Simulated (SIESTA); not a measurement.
Band structure of Sn (I4_1/amd, 2 atoms in the cell).

```
Sn
1.0
   -2.94984     2.94984     1.60458
    2.94984    -2.94984     1.60458
    2.94984     2.94984    -1.60458
Sn
2
Cartesian
  0.00000   2.94984   0.80229
  0.00000   0.00000   0.00000
```

Computed with GGA PBE, numerical atomic orbitals DZP, PseudoDojo PBE standard norm-conserving potentials (rewritten from UPF to PSML) run with SIESTA.

Settings: XC.functional = GGA; XC.authors = PBE; potentials = PseudoDojo PBE standard; PAO.BasisSize = DZP; PAO.EnergyShift = 0.01 Ry; MeshCutoff = 400 Ry; kgrid.MonkhorstPack = 9 9 9; OccupationFunction = FD; ElectronicTemperature = 1578.21 K; MaxSCFIterations = 150; SCF.Mixer.Method = Pulay; SCF.Mixer.Weight = 0.2; SCF.Mixer.History = 6; SCF.DM.Tolerance = 1.0E-05.

The starting cell comes from a database of computed structures (which also holds hypothetical and non-ambient phases and stackings), without a prior relaxation at this level. Its lattice was rescaled by a random factor within 2.5 % of one. Values carry the incompleteness of an atom-centred basis.

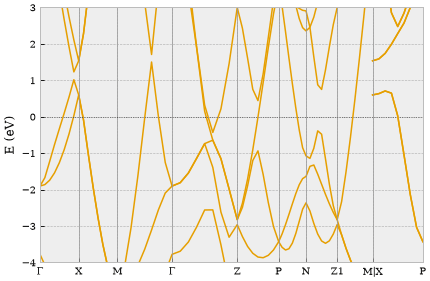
Bands along the path, energies from the Fermi level.

Levels in eV from the Fermi level, bands 11 to 16:
```
point      11     12     13     14     15    16
-----  ------  -----  -----  -----  -----  ----
Γ      -10.96  -3.78  -1.90  -1.90   3.14  6.38
X       -8.78  -8.78   0.60   0.60   1.54  1.54
M       -7.52  -7.52  -4.69  -4.69   5.11  5.11
Z       -6.49  -5.58  -2.96  -2.83  -2.83  3.00
P       -5.96  -5.96  -3.43  -3.43   3.58  3.58
N       -6.89  -5.34  -2.36  -1.64  -1.07  2.36
Z1      -6.49  -5.58  -2.96  -2.83  -2.83  3.00
```

Bands cross the Fermi level along this path, so the cell is metallic at this level.

Higher empty bands are left out: an atom-centred basis made for the valence describes them poorly.
